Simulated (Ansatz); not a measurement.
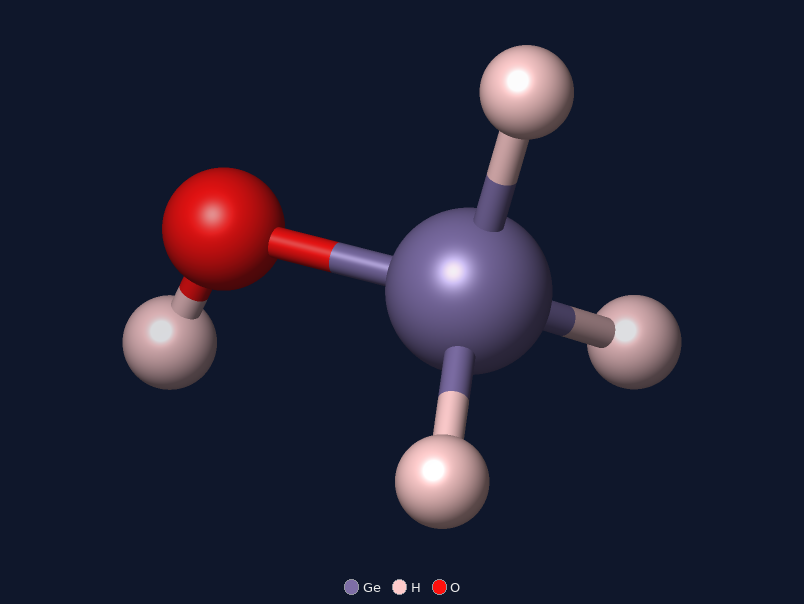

The picture shows a molecular structure as a ball-and-stick model. Every bond is drawn as one stick, whatever its order.

Question: Which formula does it have?

Answer: GeH4O, 6 atoms: 1 germanium, 4 hydrogen and 1 oxygen.

Question: How many sets of symmetry-equivalent atoms are there?

Answer: 5: 1 Ge, 1 H, 2 H, 1 O, 1 H.

Question: How many bonds of each kind are drawn?

Answer: 3 Ge–H, 1 Ge–O, 1 O–H. Sticks follow a distance rule.

Question: Give the symmetry (Schoenflies symbol).

Answer: Cs.

The parts below concern this one geometry. Atoms keep their numbers from picture to picture. The computed structure is the end point of a PBE0-D4/def2-TZVP optimisation.

Charges

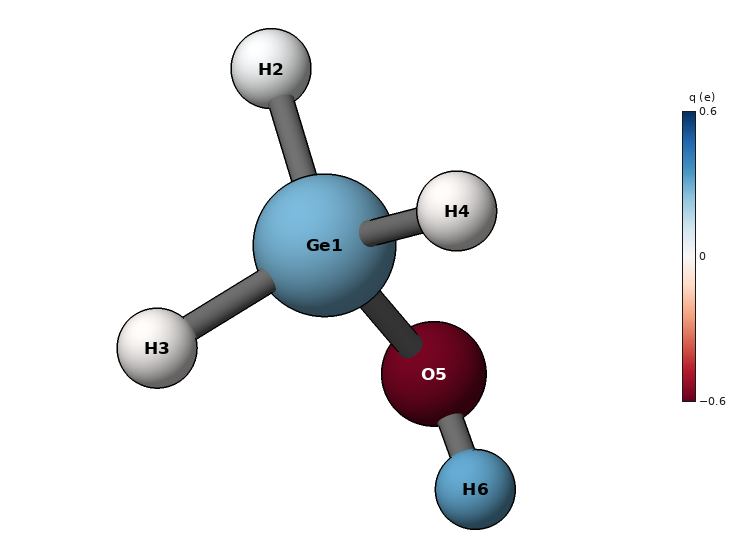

Atoms are coloured by their Mulliken charges. Level of theory: RKS PBE0-D4/def2-TZVP (Ansatz 0.2.0).

Question: Which atom carries the highest charge (most positive or least negative)?

Answer: H6 (0.31 e).

Question: And the lowest?

Answer: O5 (−0.57 e).

Give the Mulliken charges atom by atom.

```
atom  value (e)
 Ge1       0.28
  H2       0.01
  H3      −0.01
  H4      −0.01
  O5      −0.57
  H6       0.31
```

Vibrations

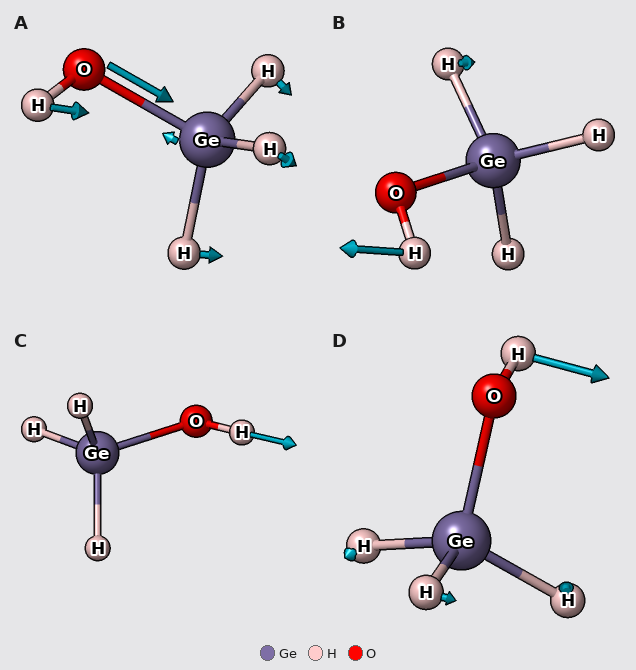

4 normal modes of one molecule or complex, as arrows. Harmonic vibrations computed with RKS PBE0-D4/def2-TZVP (Ansatz 0.2.0) at a stationary point of the same level.

Question: Match the panels to the wavenumbers 175 cm⁻¹, 706 cm⁻¹, 946 cm⁻¹, 3902 cm⁻¹.

Answer: A: 706 cm⁻¹, Ge–O stretching
B: 946 cm⁻¹, Ge–O–H bending
C: 3902 cm⁻¹, O–H stretching
D: 175 cm⁻¹, a torsion or out-of-plane motion in which bond lengths and bond angles hardly change

Dipole moment

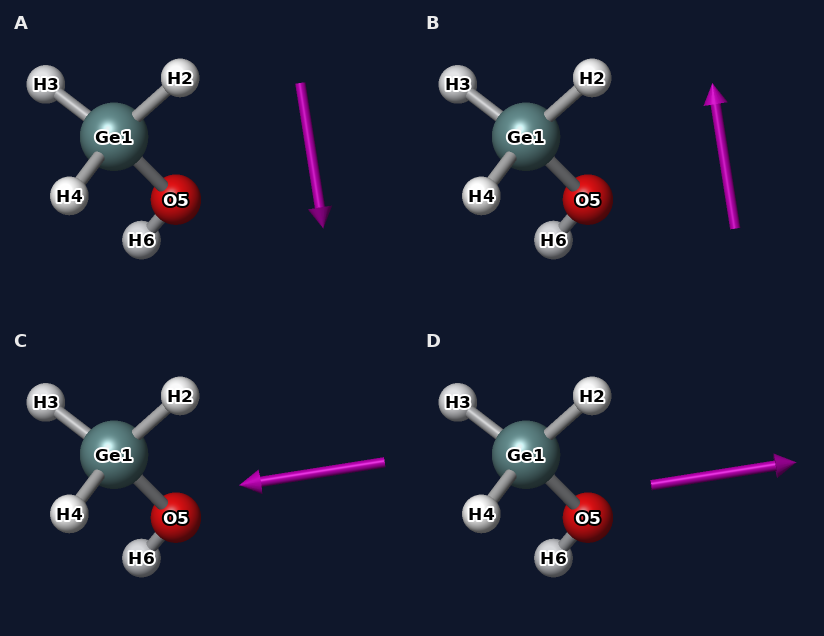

The same molecule four times, each with an arrow. Level of theory: RKS PBE0-D4/def2-TZVP (Ansatz 0.2.0).

Question: Which arrow points along the dipole moment, from the negative to the positive end?

Answer: C. The dipole moment is 1.48 D; it points from the side of H2 to the side of H3, H4 (the outermost atoms at the two ends).

Thermal motion

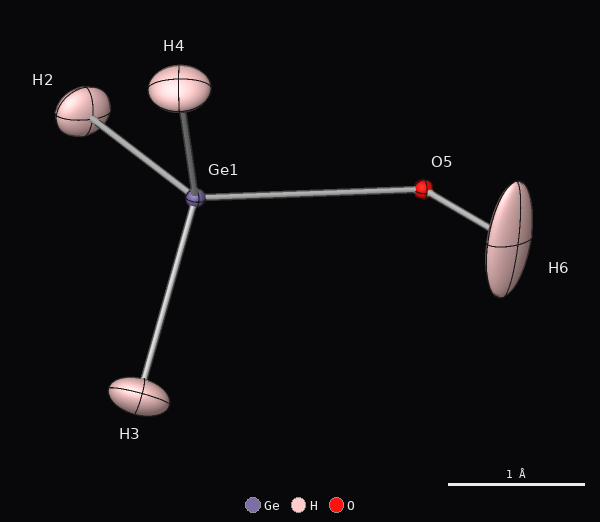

Displacement ellipsoids at the 50 % level, from the internal vibrations of the free molecule (harmonic, no overall translation or rotation; no half-axis is drawn under 0.075 Å). Vibrations computed with RKS PBE0-D4/def2-TZVP (Ansatz 0.2.0). Temperature: 100 K.

Question: Which atom moves most?

Answer: H6, with U_eq = 0.0383 Å².

Question: Does H6 move more along its bond or across it?

Answer: Across it: the root-mean-square amplitude is 0.066 Å along the bond and up to 0.305 Å across, since bending and torsion are softer than stretching.

Give the displacement parameters, one line for each set of equivalent atoms.

| atom | U_eq (Å²) | rms amplitudes (Å) |
| --- | --- | --- |
| Ge1 | 0.00004 | 0.005, 0.005, 0.008 |
| H2 | 0.0153 | 0.087, 0.128, 0.148 |
| H3, H4 | 0.0154 | 0.088, 0.126, 0.150 |
| O5 | 0.00064 | 0.012, 0.024, 0.035 |
| H6 | 0.0383 | 0.066, 0.133, 0.305 |

Mulliken values depend strongly on the basis set and can even reverse the polarity of a bond.
